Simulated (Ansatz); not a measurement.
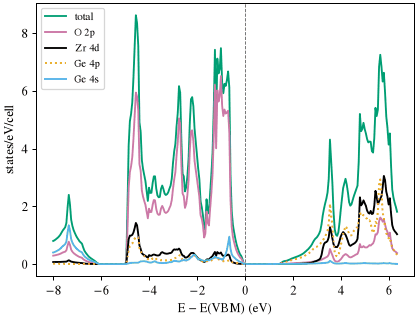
Total and projected density of states of ZrGeO$_{3}$ in space group P4mm (No. 99; Zr on 1b, Ge on 1a, O on 2c, O on 1b), PBEsol in the plane-wave PAW code Ansatz

Which orbitals carry the states next to the gap?

Top 1 eV of the valence band: O 2p 81 %, Ge 4s 9 %. Bottom 1 eV of the conduction band: Ge 4p 73 %, O 2p 12 %, O 2s 8 %. Projections are on Löwdin-orthogonalised atomic valence shells; empty p or d shells of many metals are not among them.

Where is the tallest occupied peak in this window, and what makes it?

Near -4.5 eV, about 8.6 states/eV per cell; the largest projected share is O 2p.

The start of the workflow was typed in or built on a structure type; neither database checked (COD, Materials Project) lists it. Whether it is the stable phase at ambient conditions was not checked. The cell was relaxed with PBEsol under the symmetry of its start. At this level the phase is dynamically unstable (imaginary phonons). The run is not spin-polarised. Spin–orbit coupling is left out wherever it is not named.

Potentials: the later of the program's two PAW sets.
